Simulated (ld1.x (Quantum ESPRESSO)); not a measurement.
# Pseudopotential generation for tantalum: TM, LDA (PW92)

Task: generate the file, and judge it by its errors in other configurations, its logarithmic derivatives, its ghosts and its cutoff.

The numbers are computed with ld1.x (Quantum ESPRESSO) 7.5 (LDA (PW92), scalar-relativistic, spin-unpolarised reference atom).

## Step 1: Settings

The settings as typed:

| Item | Value |
| --- | --- |
| element | tantalum (Ta, Z = 73) |
| type | norm-conserving Troullier–Martins (Kleinman–Bylander form) |
| frozen core | [Xe] |
| valence charge | 19 |
| reference configuration | 4f14 5d3 6s1 6p1 |
| partial waves | 6s (bound): rc 2.95 bohr; 6p (bound): rc 4.05 bohr; 5d (bound): rc 1.70 bohr; 4f (bound): rc 0.95 bohr |
| local potential | the f channel |
| core correction | a·sin(br)/r model core, default radius (core density twice the valence density) |

## Step 2: Generating the potential

Ta.in reads:

```
 &input
   title='Ta', zed=73., rel=1, dft='PW', iswitch=3,
   config='[Xe] 4f14 5d3 6s1 6p1',
   nld=4, rlderiv=4.40, eminld=-4.0, emaxld=5.0, deld=0.02
 /
 &inputp
   pseudotype=2, tm=.true., lloc=3,
   nlcc=.true.,
   file_pseudopw='Ta.UPF', file_wfcaegen='ae.wfc', file_wfcncgen='nc.wfc', file_beta='beta', file_chi='chi'
 /
4
6S  1  0   1.00   0.00  2.95  2.95  0.0
6P  2  1   1.00   0.00  4.05  4.05  0.0
5D  3  2   3.00   0.00  1.70  1.70  0.0
4F  4  3  14.00   0.00  0.95  0.95  0.0
 &test
   configts(1)='4f14 5d3 6s1 6p1'
 /
```

The run is started by

```bash
$ ld1.x < Ta.in > Ta.out
```

The output, Ta.out (without the banner and most projector matrices):

```text
     Program LD1 v.7.5
     --------------------------- All-electron run ----------------------------

     Ta
     scalar relativistic calculation

     atomic number is 73.00
     dft =PW   lsd =0 sic =0 latt =0  beta=0.20 tr2=1.0E-14
     Exchange-correlation= PW
                           (   1   4   0   0   0   0   0)
     mesh =1273 r(mesh) = 100.43799 a.u. xmin = -7.00 dx = 0.01250
     1 Ry =  13.60569312 eV, c = 137.03599908

     n l     nl                  e(Ry)          e(Ha)          e(eV)
     1 0     1S 1( 2.00)     -4947.6541     -2473.8270    -67316.2630
     2 0     2S 1( 2.00)      -850.2367      -425.1183    -11568.0595
     2 1     2P 1( 6.00)      -745.3779      -372.6890    -10141.3832
     3 0     3S 1( 2.00)      -194.8226       -97.4113     -2650.6962
     3 1     3P 1( 6.00)      -163.6403       -81.8201     -2226.4395
     4 0     4S 1( 2.00)       -39.7613       -19.8806      -540.9799
     4 1     4P 1( 6.00)       -29.5279       -14.7639      -401.7475
     3 2     3D 1(10.00)      -127.1965       -63.5983     -1730.5970
     5 0     5S 1( 2.00)        -5.4925        -2.7462       -74.7291
     5 1     5P 1( 6.00)        -3.0202        -1.5101       -41.0925
     4 2     4D 1(10.00)       -16.4298        -8.2149      -223.5387
     4 3     4F 1(14.00)        -1.9452        -0.9726       -26.4655
     5 2     5D 1( 3.00)        -0.3749        -0.1875        -5.1012
     6 0     6S 1( 1.00)        -0.4856        -0.2428        -6.6074
     6 1     6P 1( 1.00)        -0.1628        -0.0814        -2.2152

     final scf error:  2.2E-15 reached in  27 iterations

     Etot =  -31190.373709 Ry,  -15595.186855 Ha, -424366.653081 eV

     Ekin =   34266.789844 Ry,   17133.394922 Ha,  466223.426934 eV
     Encl =  -77045.495274 Ry,  -38522.747637 Ha,-1048257.365203 eV
     Eh   =   12199.980065 Ry,    6099.990033 Ha,  165989.184876 eV
     Exc  =    -611.648345 Ry,    -305.824173 Ha,   -8321.899688 eV

     normalization and overlap integrals

     s(1S/1S) =  1.000000  <r> =   0.0187  <r2> =    0.0005  r(max) =   0.0116
     s(2S/2S) =  1.000000  <r> =   0.0790  <r2> =    0.0074  r(max) =   0.0670
     s(2P/2P) =  1.000000  <r> =   0.0706  <r2> =    0.0061  r(max) =   0.0549
     s(3S/3S) =  1.000000  <r> =   0.2050  <r2> =    0.0480  r(max) =   0.1891
     s(3P/3P) =  1.000000  <r> =   0.2050  <r2> =    0.0487  r(max) =   0.1868
     s(4S/4S) =  1.000000  <r> =   0.4590  <r2> =    0.2379  r(max) =   0.4315
     s(4P/4P) =  1.000000  <r> =   0.4880  <r2> =    0.2710  r(max) =   0.4480
     s(3D/3D) =  1.000000  <r> =   0.1857  <r2> =    0.0404  r(max) =   0.1510
     s(5S/5S) =  1.000000  <r> =   1.0994  <r2> =    1.3597  r(max) =   0.9847
     s(5P/5P) =  1.000000  <r> =   1.2933  <r2> =    1.9008  r(max) =   1.1298
     s(4D/4D) =  1.000000  <r> =   0.5233  <r2> =    0.3177  r(max) =   0.4593
     s(4F/4F) =  1.000000  <r> =   0.6393  <r2> =    0.5208  r(max) =   0.4424
     s(5D/5D) =  1.000000  <r> =   2.1767  <r2> =    5.7893  r(max) =   1.5833
     s(6S/6S) =  1.000000  <r> =   3.2064  <r2> =   11.7118  r(max) =   2.7102
     s(6P/6P) =  1.000000  <r> =   4.6455  <r2> =   25.0115  r(max) =   3.7511

     ------------------------ End of All-electron run ------------------------

     --------------------- Generating NC pseudopotential ---------------------

      Generating local pot.: lloc=3, matching radius rcloc =   0.9500

      Computing core charge for nlcc:

       r > 0.52 : true rho core
       r < 0.52 : rho core = a sin(br)/r    a= 122.48  b=   4.64

      Integrated core pseudo-charge :  29.32

      Wfc   6S  rcut= 2.958  Using Troullier-Martins method

      Wfc   6P  rcut= 4.094  Using Troullier-Martins method

      Wfc   5D  rcut= 1.707  Using Troullier-Martins method

     ------------------- End of pseudopotential generation -------------------

     [... the all-electron block is printed once more ...]


     Computing logarithmic derivative in   4.38553
     Computing logarithmic derivative in   4.38553
     Computing the partial wave expansion
     R is outside the sphere for l=    0 j= 0.00
     R is outside the sphere for l=    1 j= 0.00
     R is outside the sphere for l=    2 j= 0.00
       no projector for channel:   3

     ---------------------- Testing the pseudopotential ----------------------

     Ta
     scalar relativistic calculation

     atomic number is 73.00   valence charge is 19.00
     dft =PW   lsd =0 sic =0 latt =0  beta=0.20 tr2=1.0E-14
     mesh =1273 r(mesh) = 100.43799 xmin = -7.00 dx = 0.01250

     n l     nl             e AE (Ry)        e PS (Ry)    De AE-PS (Ry)
     4 3     4F   1(14.00)       -1.94518       -1.94517       -0.00000
     3 2     5D   1( 3.00)       -0.37493       -0.37493       -0.00001
     1 0     6S   1( 1.00)       -0.48563       -0.48563        0.00000
     2 1     6P   1( 1.00)       -0.16282       -0.16282        0.00000

     eps = 1.1E-15  iter = 28

     Etot =  -31190.373709 Ry,  -15595.186855 Ha, -424366.653081 eV
     Etotps =  -461.084509 Ry,    -230.542255 Ha,   -6273.374338 eV

     Ekin =     741.147979 Ry,     370.573989 Ha,   10083.831959 eV
     Encl =   -1389.447998 Ry,    -694.723999 Ha,  -18904.403074 eV
     Ehrt =     342.894909 Ry,     171.447454 Ha,    4665.322903 eV
     Ecxc =    -158.356196 Ry,     -79.178098 Ha,   -2154.545805 eV
     (Ecc =     -93.938018 Ry,     -46.969009 Ha,   -1278.091842 eV)
     Epseu=       2.676797 Ry,       1.338398 Ha,      36.419678 eV

     ---------------------- End of pseudopotential test ----------------------
```

It took 2.6 s on 1 thread of Neoverse-V2, shared host. (Generation and the later configuration tests together.)

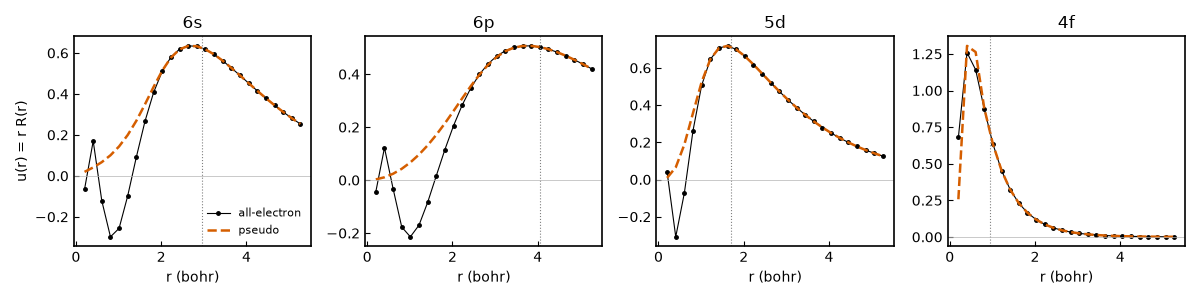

Bound waves of the atom and their pseudo partners (6s, 6p, 5d, 4f), with the matching radii dotted. The curves join 26 sampled radii, too few to resolve the innermost nodes.

## Step 3: Testing the new file in other configurations

Ta.test.in reads:

```
 &input
   title='Ta', zed=73., rel=1, dft='PW', iswitch=2,
   config='[Xe] 4f14 5d3 6s1 6p1'
 /
 &test
   file_pseudo='Ta.UPF', nconf=10,
   configts(1)='4f14 5d3 6s1 6p1',
   configts(2)='4f14 5d3 6s2 6p0',
   configts(3)='4f14 5d3 6s1 6p0',
   configts(4)='4f14 5d3 6s0 6p0',
   configts(5)='4f13 5d4 6s2 6p0',
   configts(6)='4f14 5d4 6s0 6p0',
   configts(7)='4f14 5d3 6s0 6p2',
   configts(8)='4f14 5d2 6s2 6p0',
   configts(9)='4f14 5d3 6s1 6p1', lsdts(9)=1,
   configts(10)='4f14 5d3 6s2 6p0', lsdts(10)=1
 /
```

The run is started by

```bash
$ ld1.x < Ta.test.in > Ta.test.out
```

Ta.test.out, the pseudopotential blocks, each with the warnings that came before it:

```text
     ---------------------- Testing the pseudopotential ----------------------

     Ta
     scalar relativistic calculation

     atomic number is 73.00   valence charge is 19.00
     dft =PW   lsd =0 sic =0 latt =0  beta=0.20 tr2=1.0E-14
     mesh =1273 r(mesh) = 100.43799 xmin = -7.00 dx = 0.01250

     n l     nl             e AE (Ry)        e PS (Ry)    De AE-PS (Ry)
     4 3     4F   1(14.00)       -1.94518       -1.94517       -0.00000
     3 2     5D   1( 3.00)       -0.37493       -0.37493       -0.00001
     1 0     6S   1( 1.00)       -0.48563       -0.48563        0.00000
     2 1     6P   1( 1.00)       -0.16282       -0.16282        0.00000

     eps = 5.8E-15  iter = 32

     Etot =  -31190.373709 Ry,  -15595.186855 Ha, -424366.653081 eV
     Etotps =  -461.084509 Ry,    -230.542255 Ha,   -6273.374335 eV

     Ekin =     741.147976 Ry,     370.573988 Ha,   10083.831917 eV
     Encl =   -1389.447995 Ry,    -694.723998 Ha,  -18904.403031 eV
     Ehrt =     342.894909 Ry,     171.447454 Ha,    4665.322902 eV
     Ecxc =    -158.356196 Ry,     -79.178098 Ha,   -2154.545803 eV
     (Ecc =     -93.938018 Ry,     -46.969009 Ha,   -1278.091842 eV)
     Epseu=       2.676797 Ry,       1.338399 Ha,      36.419680 eV

     ---------------------- End of pseudopotential test ----------------------

     Warning: n=2, l=1 expected 0 nodes, found 1
     ---------------------- Testing the pseudopotential ----------------------

     Ta
     [...]
     n l     nl             e AE (Ry)        e PS (Ry)    De AE-PS (Ry)
     4 3     4F   1(14.00)       -1.83226       -1.83593        0.00367
     3 2     5D   1( 3.00)       -0.27802       -0.27824        0.00023
     1 0     6S   1( 2.00)       -0.41253       -0.41275        0.00021
     2 1     6P   1( 0.00)       -0.10860       -0.10860        0.00000

     eps = 1.0E-14  iter = 26

     Etot =  -31190.686556 Ry,  -15595.343278 Ha, -424370.909573 eV
     Etotps =  -461.397414 Ry,    -230.698707 Ha,   -6277.631622 eV
     dEtot_ae =      -0.312846 Ry
     dEtot_ps =      -0.312905 Ry,   Delta E=       0.000058 Ry

     [...]
     ---------------------- End of pseudopotential test ----------------------

     ---------------------- Testing the pseudopotential ----------------------

     Ta
     [...]
     n l     nl             e AE (Ry)        e PS (Ry)    De AE-PS (Ry)
     4 3     4F   1(14.00)       -2.36857       -2.35812       -0.01046  !
     3 2     5D   1( 3.00)       -0.79066       -0.78858       -0.00209
     1 0     6S   1( 1.00)       -0.87507       -0.87536        0.00030
     2 1     6P   1( 0.00)       -0.49854       -0.49936        0.00082

     eps = 1.2E-15  iter = 25

     Etot =  -31190.047581 Ry,  -15595.023790 Ha, -424362.215872 eV
     Etotps =  -460.757988 Ry,    -230.378994 Ha,   -6268.931791 eV
     dEtot_ae =       0.326129 Ry
     dEtot_ps =       0.326521 Ry,   Delta E=      -0.000392 Ry

     [...]
     ---------------------- End of pseudopotential test ----------------------

     ---------------------- Testing the pseudopotential ----------------------

     Ta
     [...]
     n l     nl             e AE (Ry)        e PS (Ry)    De AE-PS (Ry)
     4 3     4F   1(14.00)       -2.98725       -2.96640       -0.02086  !
     3 2     5D   1( 3.00)       -1.36930       -1.36779       -0.00151
     1 0     6S   1( 0.00)       -1.37926       -1.38238        0.00312
     2 1     6P   1( 0.00)       -0.93276       -0.93734        0.00458

     eps = 6.4E-15  iter = 23

     Etot =  -31188.922985 Ry,  -15594.461492 Ha, -424346.914968 eV
     Etotps =  -459.631882 Ry,    -229.815941 Ha,   -6253.610335 eV
     dEtot_ae =       1.450725 Ry
     dEtot_ps =       1.452627 Ry,   Delta E=      -0.001903 Ry

     [...]
     ---------------------- End of pseudopotential test ----------------------

     BEWARE! Errors in PS-KS equations
     Warning: n=1, l=0 expected 0 nodes, found 2
     Warning: n=3, l=2 expected 0 nodes, found 1
     Warning: n=4, l=3 expected 0 nodes, found 1
     ---------------------- Testing the pseudopotential ----------------------

     Ta
     [...]
     n l     nl             e AE (Ry)        e PS (Ry)    De AE-PS (Ry)
     4 3     4F   1(13.00)       -2.45187       -0.00000       -2.45187  !
     3 2     5D   1( 4.00)       -0.35263       -0.00000       -0.35263  !
     1 0     6S   1( 2.00)       -0.42551       -0.40721       -0.01830  !
     2 1     6P   1( 0.00)       -0.10748       -0.10748        0.00000

     eps = 5.9E-15  iter = 64

     Etot =  -31188.858875 Ry,  -15594.429438 Ha, -424346.042711 eV
     Etotps =  -168.421405 Ry,     -84.210703 Ha,   -2291.489953 eV
     dEtot_ae =       1.514834 Ry
     dEtot_ps =     292.663104 Ry,   Delta E=    -291.148270 Ry

     [...]
     ---------------------- End of pseudopotential test ----------------------

     ---------------------- Testing the pseudopotential ----------------------

     Ta
     [...]
     n l     nl             e AE (Ry)        e PS (Ry)    De AE-PS (Ry)
     4 3     4F   1(14.00)       -2.20426       -2.16631       -0.03794  !
     3 2     5D   1( 4.00)       -0.68720       -0.68266       -0.00454
     1 0     6S   1( 0.00)       -0.81623       -0.81948        0.00325
     2 1     6P   1( 0.00)       -0.46072       -0.46492        0.00419

     eps = 2.1E-15  iter = 25

     Etot =  -31189.940316 Ry,  -15594.970158 Ha, -424360.756459 eV
     Etotps =  -460.645322 Ry,    -230.322661 Ha,   -6267.398894 eV
     dEtot_ae =       0.433394 Ry
     dEtot_ps =       0.439187 Ry,   Delta E=      -0.005793 Ry

     [...]
     ---------------------- End of pseudopotential test ----------------------

     ---------------------- Testing the pseudopotential ----------------------

     Ta
     [...]
     n l     nl             e AE (Ry)        e PS (Ry)    De AE-PS (Ry)
     4 3     4F   1(14.00)       -2.04845       -2.04749       -0.00096
     3 2     5D   1( 3.00)       -0.46132       -0.46180        0.00048
     1 0     6S   1( 0.00)       -0.54762       -0.54752       -0.00010
     2 1     6P   1( 2.00)       -0.20536       -0.20505       -0.00031

     eps = 1.9E-15  iter = 25

     Etot =  -31190.041110 Ry,  -15595.020555 Ha, -424362.127842 eV
     Etotps =  -460.751759 Ry,    -230.375880 Ha,   -6268.847040 eV
     dEtot_ae =       0.332599 Ry
     dEtot_ps =       0.332750 Ry,   Delta E=      -0.000151 Ry

     [...]
     ---------------------- End of pseudopotential test ----------------------

     ---------------------- Testing the pseudopotential ----------------------

     Ta
     [...]
     n l     nl             e AE (Ry)        e PS (Ry)    De AE-PS (Ry)
     4 3     4F   1(14.00)       -2.55681       -2.56855        0.01174  !
     3 2     5D   1( 2.00)       -0.90907       -0.90732       -0.00174
     1 0     6S   1( 2.00)       -0.93875       -0.93609       -0.00265
     2 1     6P   1( 0.00)       -0.53824       -0.53533       -0.00292

     eps = 3.4E-15  iter = 31

     Etot =  -31190.105192 Ry,  -15595.052596 Ha, -424362.999711 eV
     Etotps =  -460.816157 Ry,    -230.408079 Ha,   -6269.723220 eV
     dEtot_ae =       0.268518 Ry
     dEtot_ps =       0.268352 Ry,   Delta E=       0.000166 Ry

     [...]
     ---------------------- End of pseudopotential test ----------------------

     ---------------------- Testing the pseudopotential ----------------------

     Ta
     [...]
     n l     nl             e AE (Ry)        e PS (Ry)    De AE-PS (Ry)
     4 3     4F   1( 7.00)       -1.92405       -1.92576        0.00172
     3 2     5D   1( 3.00)       -0.41667       -0.41666       -0.00002
     1 0     6S   1( 1.00)       -0.52805       -0.52870        0.00065
     2 1     6P   1( 1.00)       -0.18860       -0.18913        0.00053
     4 3     4F   2( 7.00)       -1.90165       -1.90569        0.00404
     3 2     5D   2( 0.00)       -0.25286       -0.25173       -0.00113
     1 0     6S   2( 0.00)       -0.35829       -0.35617       -0.00211
     2 1     6P   2( 0.00)       -0.07780       -0.07645       -0.00135

     eps = 7.5E-15  iter = 29

     Etot =  -31190.555129 Ry,  -15595.277564 Ha, -424369.121417 eV
     Etotps =  -461.268638 Ry,    -230.634319 Ha,   -6275.879540 eV
     dEtot_ae =      -0.181419 Ry
     dEtot_ps =      -0.184129 Ry,   Delta E=       0.002710 Ry

     [...]
     ---------------------- End of pseudopotential test ----------------------

     ---------------------- Testing the pseudopotential ----------------------

     Ta
     [...]
     n l     nl             e AE (Ry)        e PS (Ry)    De AE-PS (Ry)
     4 3     4F   1( 7.00)       -1.82464       -1.82797        0.00333
     3 2     5D   1( 3.00)       -0.31842       -0.31864        0.00022
     1 0     6S   1( 1.00)       -0.44198       -0.44385        0.00188
     2 1     6P   1( 0.00)       -0.12186       -0.12322        0.00136
     4 3     4F   2( 7.00)       -1.80566       -1.80935        0.00369
     3 2     5D   2( 0.00)       -0.20895       -0.20943        0.00048
     1 0     6S   2( 1.00)       -0.36529       -0.36430       -0.00099
     2 1     6P   2( 0.00)       -0.08850       -0.08850        0.00000

     eps = 8.8E-15  iter = 26

     Etot =  -31190.768317 Ry,  -15595.384158 Ha, -424372.021986 eV
     Etotps =  -461.479030 Ry,    -230.739515 Ha,   -6278.742068 eV
     dEtot_ae =      -0.394607 Ry
     dEtot_ps =      -0.394521 Ry,   Delta E=      -0.000086 Ry

     [...]
     ---------------------- End of pseudopotential test ----------------------
```

1 test gave no usable energy difference (4f13 5d4 6s2 6p0).

The tests as a table, with energies relative to 4f14 5d3 6s1 6p1. Spin-polarised rows fill open shells by Hund's rule and count from the unpolarised reference. A star marks tests that logged a warning.

| valence configuration | charge | ΔE all-electron (eV) | error AE − PS (meV) |
| --- | --- | --- | --- |
| 4f14 5d3 6s2 6p0 * | 0 | -4.256 | +0.8 |
| 4f14 5d3 6s1 6p0 | +1 | 4.437 | -5.3 |
| 4f14 5d3 6s0 6p0 | +2 | 19.738 | -26 |
| 4f14 5d4 6s0 6p0 | +1 | 5.897 | -79 |
| 4f14 5d3 6s0 6p2 | 0 | 4.525 | -2.1 |
| 4f14 5d2 6s2 6p0 | +1 | 3.653 | +2.3 |
| 4f14 5d3 6s1 6p1 (spin-polarised) | 0 | -2.468 | +37 |
| 4f14 5d3 6s2 6p0 (spin-polarised) | 0 | -5.369 | -1.2 |

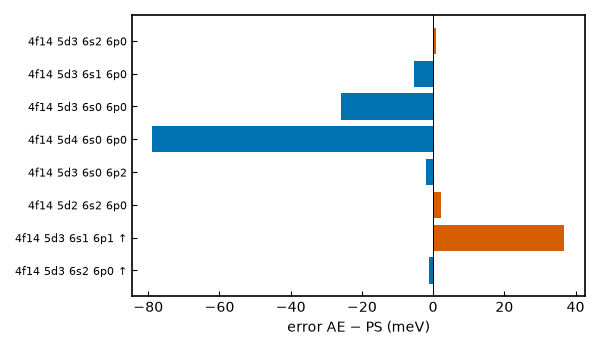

Error of the potential in each test configuration; ↑ marks spin-polarised tests.

## Step 4: Scattering by logarithmic derivatives

Taken from the files of the generation run. The phase is arctan(r·u′/u) with u = r·R, unwrapped, with energies in Ry. A pole is an energy at which the radial function vanishes at the test radius. The pseudo phase is shifted by a multiple of π to meet the all-electron one at the reference energy. Levels narrower than the energy grid can be missing from the poles. The last column is the largest difference on the grid between −1 and +1 Ry.

| channel | radius (bohr) | reference (Ry) | poles AE | poles PS | window around the reference with phases within 0.05 rad (Ry) | largest difference near zero (rad) |
| --- | --- | --- | --- | --- | --- | --- |
| s | 4.39 | -0.49 | -0.23, 2.46 | -0.24, 0.49, 2.82 | below 0.2 | 2.839 |
| p | 4.39 | -0.16 | -3.02, 0.42, 3.34 | 0.40, 2.08 | -3.0 to 0.8 | 0.041 |
| d | 4.39 | -0.37 | -0.31, 1.64, 4.89 | -0.31, 1.64, 4.86 | below 3.0 | 0.002 |
| f | 4.39 | -1.95 | 1.40, 3.73 | 1.41, 3.78 | below 2.2 | 0.005 |

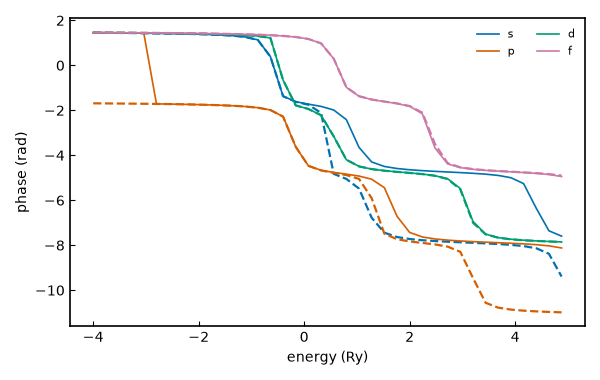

Phases by channel: all-electron solid, pseudo dashed.

## Step 5: Plane-wave convergence, by spherical Bessel functions

A separate test, outside the generator: the pseudo-atom's Hamiltonian at the reference potential is diagonalised in spherical Bessel functions j_l(qr) that vanish at 20 bohr, with q² up to the cutoff.

All-electron valence levels (Ry): 6s -0.4856, 6p -0.1628, 5d -0.3749, 4f -1.9452. The lowest levels of each channel (Ry) by cutoff; the last column sums, over occupied levels, occupation times the distance from the level at 400 Ry. A positive value at high cutoff is not a bound level.

| cutoff (Ry) | s #1 | s #2 | s #3 | p #1 | p #2 | p #3 | d #1 | d #2 | f #1 | Σ f·Δε (mRy) |
| --- | --- | --- | --- | --- | --- | --- | --- | --- | --- | --- |
| 8 | -18.4826 | -0.4818 | -0.0309 | -1.2419 | -0.1626 | 0.0244 | -0.1735 | 0.0411 | 0.0890 | 29062.5 |
| 18 | -45.8124 | -0.4856 | -0.0310 | -10.4211 | -0.1628 | 0.0244 | -0.3559 | 0.0329 | 0.0890 | 28511.3 |
| 35 | -70.9429 | -1.7615 | -0.4856 | -27.2434 | -0.1628 | 0.0243 | -0.3749 | 0.0323 | 0.0890 | 28454.4 |
| 55 | -87.8686 | -6.2862 | -0.4856 | -42.6939 | -0.1628 | -0.1076 | -0.3749 | 0.0323 | 0.0890 | 28454.1 |
| 90 | -98.9805 | -14.7435 | -0.4856 | -59.8856 | -1.7788 | -0.1628 | -0.3749 | 0.0322 | 0.0890 | 28454.0 |
| 140 | -103.1337 | -24.7731 | -0.4856 | -69.3416 | -4.2607 | -0.1628 | -8.4670 | -0.3749 | 0.0890 | 28453.6 |
| 230 | -103.7677 | -30.7791 | -0.4856 | -72.1530 | -7.6024 | -0.1628 | -15.6726 | -0.3749 | -1.4532 | 6862.9 |
| 400 | -103.7789 | -31.3223 | -0.4856 | -72.2273 | -8.1735 | -0.1628 | -16.6762 | -0.3749 | -1.9434 | 0.0 |

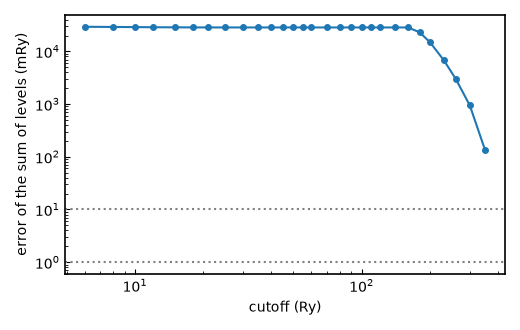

Occupation-weighted error of the valence levels against the cutoff; the dotted lines mark 10 and 1 mRy.

The sum stays within 10 mRy only somewhere over 300 Ry and within 1 mRy only somewhere over 300 Ry. The sum leaves out empty levels, which can need more. Ghost test: ghost states, bound below the all-electron valence or empty levels of the same l: s at -1412.0 eV, p at -982.7 eV, s at -426.2 eV, d at -226.9 eV, p at -111.2 eV.

## Step 6: Results

| quantity | value |
| --- | --- |
| cutoffs for 10 and 1 mRy, occupied levels | over 300 Ry and over 300 Ry |
| bound ghosts | s at -1411.98 eV, p at -982.70 eV, s at -426.16 eV, d at -226.89 eV and 1 more |
| largest test error (AE − PS), unpolarised tests | -79 meV, for 4f14 5d4 6s0 6p0 (1 test unsolved) |
| largest phase difference near zero energy, channels read | 2.839 rad |

What this shows: A bound ghost (s, p, d) makes it unfit for use: electrons can fall into a state that the atom doesn't have. Close by lies the frozen 4d level (-223.5 eV). By total energies transferability is fair where solved: the largest error is 79 meV on 5.9 eV, for 4f14 5d4 6s0 6p0. Of the tests 1 gave no usable energy difference, which is a warning in itself. It counts as very hard, with over 300 Ry needed at the looser tolerance. The slowest occupied level is 4f: taken alone it needs over 300 Ry to come within 1 mRy, against 30 Ry for 5d. Near zero energy the largest phase difference among the channels read is 2.84 rad, in the s channel. A step near π is an extra or missing state, not a misfit of shape. The pseudo curves have a pole with no partner nearby in the atom's: s at 0.49 Ry. At positive energy that is a spurious or a displaced resonance.
